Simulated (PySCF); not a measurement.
SMILES [SiH2]([SiH2]N)[Si](O)(C)C (C2H13NOSi3), singlet, GFN2-xTB optimised geometry. Atoms within 1.6 Å of the plane z = 1.0 Å (x, y, z in Å): Si5 (-0.22, 0.01, 0.00), Si6 (-2.54, 0.01, 0.00), N7 (-3.32, -0.74, 1.36), H15 (0.30, 0.76, 1.17), H16 (0.28, -1.35, 0.30), H18 (-3.13, 1.35, 0.00), H19 (-3.21, -1.74, 1.47), H20 (-3.22, -0.30, 2.26).

Calculation: CAM-B3LYP/def2-SVP run with PySCF. Cells within 0.4 Å of a nucleus heavier than hydrogen are left out (blank, or x).

Map of the deformation density (molecule minus spherical neutral atoms) (e/bohr³) on the plane z = 1.0 Å:

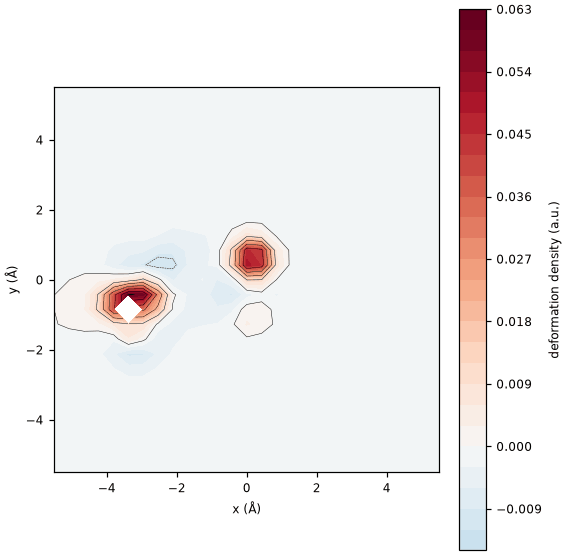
Fig. 1. Deformation density (molecule minus spherical neutral atoms) (e/bohr³) on the plane z = 1.0 Å.
